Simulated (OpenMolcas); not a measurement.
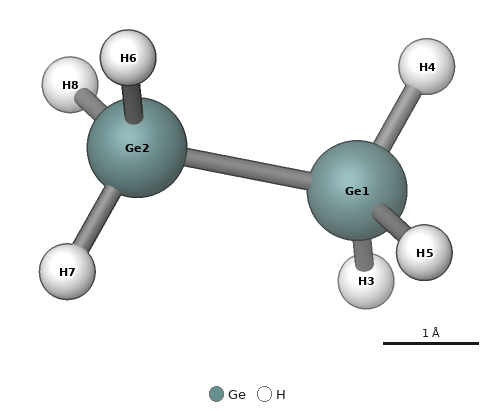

*The structure as given in the input (ball-and-stick view, seen at a tilt; atoms are numbered from 1 in the order of the input). Sticks mark near contacts.*

Bond lengths as drawn: Ge–Ge 2.42 Å and Ge–H 1.54 Å.

## Single-point calculation of Ge$_{2}$H$_{6}$ (charge +1) (part 1 of 2)

- system: Ge$_{2}$H$_{6}$, charge +1, multiplicity 2
- method: ROMP2/6-31G*, ROHF (OpenMolcas 26.06)

The geometry is that of the parent species in another charge or spin state. The geometry comes from this level: PBE0-D4/def2-TZVP.

### Output
```
--- Start Module: gateway ---

                                              &GATEWAY

                       available to each process: 1.9 GB of memory, 1 thread

 Basis Set     1 Label: GE.6-31GS
 Basis set is read from library:.
 basistype.tbl is not found

 Basis Set     2 Label: H.6-31GS
 Basis set is read from library:.
 basistype.tbl is not found

++    Symmetry information:
      ---------------------

                    Character Table for C1

                             E
                    a        1  x, y, xy, Rz, z, xz, Ry, yz, Rx, I
--

++    Basis set information:
      ----------------------

      Basis set label: GE.6-31GS.........

      Electronic valence basis set:
      ------------------
      Associated Effective Charge  32.000000 au
      Associated Actual Charge     32.000000 au
      Nuclear Model: Point charge

      Shell  nPrim  nBasis  Cartesian Spherical Contaminant
         s      22       5        X
         p      16       4        X
         d       5       3                 X

      Basis set label: H.6-31GS.........

      Electronic valence basis set:
      ------------------
      Associated Effective Charge   1.000000 au
      Associated Actual Charge      1.000000 au
      Nuclear Model: Point charge

      Shell  nPrim  nBasis  Cartesian Spherical Contaminant
         s       4       2        X
--

++    Molecular structure info:
      -------------------------

                    ************************************************
                    **** Cartesian Coordinates / bohr, angstrom ****
                    ************************************************

     Center  Label                x              y              z                     x              y              z
        1      GE1             -1.075538       0.532733      -1.946323             -0.569150       0.281910      -1.029950
        2      GE2              1.075538      -0.532733       1.946323              0.569150      -0.281910       1.029950
        3      H3              -0.681303      -1.559459      -3.922750             -0.360530      -0.825230      -2.075830
        4      H4              -3.925849       0.835864      -1.474156             -2.077470       0.442320      -0.780090
        5      H5              -0.043861       3.027285      -3.019574             -0.023210       1.601970      -1.597890
        6      H6               0.694342       1.566772       3.917572              0.367430       0.829100       2.073090
        7      H7               3.923657      -0.851246       1.471133              2.076310      -0.450460       0.778490
        8      H8               0.033014      -3.019215       3.027776              0.017470      -1.597700       1.602230

                    ***************************************
                    *    InterNuclear Distances / bohr    *
                    ***************************************

               1 GE1           2 GE2           3 H3            4 H4            5 H5            6 H6
    1 GE1      0.000000
    2 GE2      4.573296        0.000000
    3 H3       2.904987        6.211818        0.000000
    4 H4       2.905014        6.211812        4.718078        0.000000
    5 H5       2.904998        6.211837        4.718079        4.718101        0.000000
    6 H6       6.211842        2.905005        8.551981        7.138006        7.127555        0.000000
    7 H7       6.211792        2.905003        7.127496        8.551948        7.137972        4.718088
    8 H8       6.211834        2.904994        7.137993        7.127526        8.551989        4.718090

               7 H7            8 H8
    7 H7       0.000000
    8 H8       4.718086        0.000000

                    *******************************************
                    *    InterNuclear Distances / angstrom    *
                    *******************************************

               1 GE1           2 GE2           3 H3            4 H4            5 H5            6 H6
    1 GE1      0.000000
    2 GE2      2.420084        0.000000
    3 H3       1.537253        3.287152        0.000000
    4 H4       1.537267        3.287149        2.496699        0.000000
    5 H5       1.537259        3.287162        2.496700        2.496712        0.000000
    6 H6       3.287165        1.537262        4.525513        3.777270        3.771740        0.000000
    7 H7       3.287139        1.537261        3.771708        4.525496        3.777252        2.496705
    8 H8       3.287161        1.537257        3.777263        3.771724        4.525518        2.496706

               7 H7            8 H8
    7 H7       0.000000
    8 H8       2.496704        0.000000

                    **************************************
                    *    Valence Bond Angles / degree    *
                    **************************************
                          Atom centers                 Phi
                      3 H3       1 GE1      4 H4       108.60
                      3 H3       1 GE1      5 H5       108.60
                      4 H4       1 GE1      5 H5       108.60
                      6 H6       2 GE2      7 H7       108.60
                      6 H6       2 GE2      8 H8       108.60
                      7 H7       2 GE2      8 H8       108.60
--

            Nuclear Potential Energy            323.37394020 au

--- Stop Module: gateway /rc=_RC_ALL_IS_WELL_ ---

--- Start Module: seward ---

                                              &SEWARD

                       available to each process: 1.9 GB of memory, 1 thread

               SEWARD will generate:
                  Multipole Moment integrals up to order  2
                  Kinetic Energy integrals
                  Nuclear Attraction integrals (point charge)
                  One-Electron Hamiltonian integrals
                  Velocity integrals
                  Orbital angular momentum around ( -0.0000  -0.0000  -0.0000 )
                  Velocity quadrupole around ( -0.0000  -0.0000  -0.0000 )
                  Two-Electron Repulsion integrals

                   Integrals are discarded if absolute value <: 1.00E-14
                   Integral cutoff threshold is set to       <: 1.00E-16

            Nuclear Potential Energy            323.37394020 au

      Basis set specifications :
      Symmetry species         a
      Basis functions           76

--- Stop Module: seward /rc=_RC_ALL_IS_WELL_ ---
--- Module seward spent 2 seconds ---

--- Start Module: scf ---

                                                &SCF

                       available to each process: 1.9 GB of memory, 1 thread

++    Input section:
      --------------

      Header of the integral files:

      Cartesian coordinates in angstrom:
      -----------------------------------------------------
      No.  Label        X            Y            Z
      -----------------------------------------------------
       1   GE1       -0.56915000   0.28191000  -1.02995000
       2   GE2        0.56915000  -0.28191000   1.02995000
       3   H3        -0.36053000  -0.82523000  -2.07583000
       4   H4        -2.07747000   0.44232000  -0.78009000
       5   H5        -0.02321000   1.60197000  -1.59789000
       6   H6         0.36743000   0.82910000   2.07309000
       7   H7         2.07631000  -0.45046000   0.77849000
       8   H8         0.01747000  -1.59770000   1.60223000
      -----------------------------------------------------
      Nuclear repulsion energy =  323.37394020
--

++    Orbital specifications:
      -----------------------

      Symmetry species               1
                                     a
      Frozen orbitals                0
      Start temperature = 0.500
      End temperature   = 0.010
      Temperature Factor= 0.460
      Deleted orbitals               0
      Total number of orbitals      76
      Number of basis functions     76
--

      Molecular charge                           1.000

++    Optimization specifications:
      ----------------------------

      SCF Algorithm: Conventional USCF
      D(i)-D(i-1) density differences are used
      Number of density matrices in core                 5
      Maximum number of NDDO SCF iterations            400
      Maximum number of HF SCF iterations              400
      Threshold for SCF energy change             1.00E-10
      Threshold for density matrix                1.00E-07
      Threshold for Fock matrix                   1.00E-07
      Threshold for linear dependence             1.00E-09
      Threshold at which DIIS is turned on        1.50E-01
      Maximum depth in the DIIS procedure                5
      Maximum depth in the BFGS Hessian update          30
      Threshold at which QNR/C2DIIS is turned on  7.50E-02
      Threshold for Norm(delta) (QNR/C2DIIS)      1.00E-05
      All orbitals punched on: UHFORB
--

      Input vectors read from INPORB
      Orbital file label: *Guess orbitals

++ Convergence information
                               UHF SCF        iterations: Energy and convergence statistics

Iter     Tot. SCF        One-elec.       Two-elec.     Energy      Max Dij or  Max Fij      DNorm      TNorm      AccCon     Time
         Energy          Energy          Energy        Change      Delta Norm                                                in Sec.

 The total and one-electron energies are shifted by a value of      4000. a.u.

   1  -146.597619270 -2364.028500894  1894.056941424   0.00E+00    2.19E-01*   3.09E+00*    1.41E+01   4.27E+02   None         0.
   2  -150.000913631 -2450.501196368  1977.126342537  -3.40E+00*   1.83E-01*   2.79E-01*    1.14E+01   4.36E+02   EDIIS        0.
   3  -152.320068224 -2394.459826901  1918.765818477  -2.32E+00*   1.39E-01*   2.01E-01*    8.87E+00   4.30E+02   EDIIS        0.
   4  -153.036617110 -2436.640350789  1960.229793480  -7.17E-01*   9.57E-02*   1.30E-01*    3.25E+00   4.34E+02   EDIIS        0.
   5  -153.211919895 -2410.348021638  1933.762161543  -1.75E-01*   8.14E-02*   8.45E-02*    1.12E+00   4.31E+02   EDIIS        0.
   6  -153.257763125 -2426.385377871  1949.753674547  -4.58E-02*   6.43E-02*   5.61E-02*    6.00E-01   4.33E+02   EDIIS        0.
   7  -153.266800562 -2417.113121439  1940.472380677  -9.04E-03*   1.49E-02*   2.99E-02*    2.94E-01   4.32E+02   EDIIS        0.

       Fermi aufbau procedure completed!
      nOcc(alpha)=   35
      nOcc(beta) =   34

   8  -153.271223772 -2421.956328701  1945.311164730  -4.42E-03*   1.28E-02*   8.37E-03*    1.11E-01   4.33E+02   c2DIIS       0.
   9  -153.272001588 -2420.625379869  1943.979438082  -7.78E-04*   9.62E-03*   2.24E-03*    2.24E-02   4.33E+02   QNRc2DIIS    0.
  10  -153.272029488 -2420.619624009  1943.973654321  -2.79E-05*   1.56E-02*   1.22E-03*    1.19E-02   4.33E+02   QNRc2DIIS    0.
  11  -153.272047993 -2420.616230797  1943.970242605  -1.85E-05*   4.83E-03*   2.18E-04*    1.94E-02   4.33E+02   QNRc2DIIS    0.
  12  -153.272049787 -2420.610799354  1943.964809368  -1.79E-06*   4.06E-04*   5.02E-05*    7.70E-03   4.33E+02   QNRc2DIIS    0.
  13  -153.272049830 -2420.616408453  1943.970418424  -4.35E-08*   3.72E-04*   2.77E-05*    7.05E-04   4.33E+02   QNRc2DIIS    0.
  14  -153.272049845 -2420.614234288  1943.968244243  -1.54E-08*   4.89E-05*   1.15E-05*    6.49E-04   4.33E+02   QNRc2DIIS    0.
  15  -153.272049846 -2420.615013101  1943.969023055  -6.82E-10*   1.34E-05*   3.51E-06*    7.27E-05   4.33E+02   QNRc2DIIS    0.
  16  -153.272049846 -2420.614826586  1943.968836540  -7.64E-11    6.15E-06    3.86E-07*    2.10E-05   4.33E+02   QNRc2DIIS    0.
  17  -153.272049846 -2420.614806167  1943.968816121  -1.09E-11    9.78E-07    7.40E-08     1.03E-05   4.33E+02   QNRc2DIIS    0.

       Convergence after  17 Iterations
--

 *****************************************************************************************************************************
 *                                             SCF/KS-DFT Program, Final results                                             *
 *                                                       Final Results                                                       *
 *****************************************************************************************************************************

::    Total SCF energy                              -4153.2720498462
      One-electron energy                           -6420.6148061671
      Two-electron energy                            1943.9688161214
      Nuclear repulsion energy                        323.3739401995
      Kinetic energy (interpolated)                  4152.1872005810
      Virial theorem                                    1.0002612718
      Total spin, S(S+1)                                0.7556061264
      Total spin, S                                     0.5027991456
      Max non-diagonal density matrix element           0.0000002847
      Max non-diagonal Fock matrix element              0.0000000350

      All orbitals with orbital energies smaller than  E(LUMO)+0.5 are printed

++    Molecular orbitals:
      -------------------

      Title: UHF orbitals (alpha)

      Molecular orbitals for symmetry species 1: a

          Orbital            1         2         3         4         5         6         7         8         9        10
          Energy         -405.4965 -405.4964  -52.4338  -52.4338  -46.5259  -46.5259  -46.5227  -46.5227  -46.5227  -46.5227
          Occ. No.          1.0000    1.0000    1.0000    1.0000    1.0000    1.0000    1.0000    1.0000    1.0000    1.0000

          Orbital           11        12        13        14        15        16        17        18        19        20
          Energy           -7.4605   -7.4604   -5.4419   -5.4414   -5.4305   -5.4305   -5.4304   -5.4304   -1.8969   -1.8883
          Occ. No.          1.0000    1.0000    1.0000    1.0000    1.0000    1.0000    1.0000    1.0000    1.0000    1.0000

          Orbital           21        22        23        24        25        26        27        28        29        30
          Energy           -1.8883   -1.8869   -1.8846   -1.8846   -1.8786   -1.8786   -1.8784   -1.8784   -1.0337   -0.9188
          Occ. No.          1.0000    1.0000    1.0000    1.0000    1.0000    1.0000    1.0000    1.0000    1.0000    1.0000

          Orbital           31        32        33        34        35        36        37        38        39        40
          Energy           -0.7137   -0.7137   -0.6791   -0.6791   -0.6765   -0.0824   -0.0654   -0.0654   -0.0153    0.0197
          Occ. No.          1.0000    1.0000    1.0000    1.0000    1.0000    0.0000    0.0000    0.0000    0.0000    0.0000

          Orbital           41        42        43        44        45        46        47        48        49        50
          Energy            0.0197    0.0427    0.0471    0.0903    0.0903    0.1344    0.1444    0.1444    0.1637    0.2670
          Occ. No.          0.0000    0.0000    0.0000    0.0000    0.0000    0.0000    0.0000    0.0000    0.0000    0.0000

          Orbital           51        52
          Energy            0.3200    0.3200
          Occ. No.          0.0000    0.0000

--

      All orbitals with orbital energies smaller than  E(LUMO)+0.5 are printed

++    Molecular orbitals:
      -------------------

      Title: UHF orbitals (beta)

      Molecular orbitals for symmetry species 1: a

          Orbital            1         2         3         4         5         6         7         8         9        10
          Energy         -405.4954 -405.4954  -52.4333  -52.4333  -46.5229  -46.5229  -46.5225  -46.5225  -46.5225  -46.5225
          Occ. No.          1.0000    1.0000    1.0000    1.0000    1.0000    1.0000    1.0000    1.0000    1.0000    1.0000

          Orbital           11        12        13        14        15        16        17        18        19        20
          Energy           -7.4582   -7.4581   -5.4326   -5.4322   -5.4306   -5.4306   -5.4305   -5.4305   -1.8891   -1.8856
          Occ. No.          1.0000    1.0000    1.0000    1.0000    1.0000    1.0000    1.0000    1.0000    1.0000    1.0000

          Orbital           21        22        23        24        25        26        27        28        29        30
          Energy           -1.8856   -1.8831   -1.8831   -1.8816   -1.8786   -1.8786   -1.8785   -1.8785   -0.9628   -0.8882
          Occ. No.          1.0000    1.0000    1.0000    1.0000    1.0000    1.0000    1.0000    1.0000    1.0000    1.0000

          Orbital           31        32        33        34        35        36        37        38        39        40
          Energy           -0.6972   -0.6972   -0.6627   -0.6627   -0.3183   -0.0532   -0.0423   -0.0423    0.0029    0.0222
          Occ. No.          1.0000    1.0000    1.0000    1.0000    0.0000    0.0000    0.0000    0.0000    0.0000    0.0000

          Orbital           41        42        43        44        45        46        47        48
          Energy            0.0222    0.0522    0.0605    0.1013    0.1013    0.1477    0.1477    0.1603
          Occ. No.          0.0000    0.0000    0.0000    0.0000    0.0000    0.0000    0.0000    0.0000

--

++    Molecular charges:
      ------------------

      Mulliken charges per centre and basis function type
      ---------------------------------------------------

                            GE1                     GE2                     H3                      H4                      H5                      H6
                     alpha        beta       alpha        beta       alpha        beta       alpha        beta       alpha        beta       alpha        beta
      1s           3.6411      3.6550      3.6411      3.6550      0.4763      0.4360      0.4763      0.4360      0.4763      0.4360      0.4763      0.4360
      2px          2.4456      2.3712      2.4456      2.3712      0.0000      0.0000      0.0000      0.0000      0.0000      0.0000      0.0000      0.0000
      2pz          2.4287      2.1454      2.4287      2.1454      0.0000      0.0000      0.0000      0.0000      0.0000      0.0000      0.0000      0.0000
      2py          2.4512      2.4461      2.4512      2.4461      0.0000      0.0000      0.0000      0.0000      0.0000      0.0000      0.0000      0.0000
      3d2+         1.0303      1.0289      1.0301      1.0287      0.0000      0.0000      0.0000      0.0000      0.0000      0.0000      0.0000      0.0000
      3d1+         1.0178      1.0047      1.0178      1.0047      0.0000      0.0000      0.0000      0.0000      0.0000      0.0000      0.0000      0.0000
      3d0          1.0168      1.0067      1.0167      1.0066      0.0000      0.0000      0.0000      0.0000      0.0000      0.0000      0.0000      0.0000
      3d1-         1.0270      1.0223      1.0271      1.0224      0.0000      0.0000      0.0000      0.0000      0.0000      0.0000      0.0000      0.0000
      3d2-         1.0126      1.0118      1.0127      1.0119      0.0000      0.0000      0.0000      0.0000      0.0000      0.0000      0.0000      0.0000
      Total       16.0711     15.6920     16.0711     15.6920      0.4763      0.4360      0.4763      0.4360      0.4763      0.4360      0.4763      0.4360
      Total             31.7631                 31.7631                  0.9123                  0.9123                  0.9123                  0.9123

      Charge            0.2369                  0.2369                  0.0877                  0.0877                  0.0877                  0.0877
```
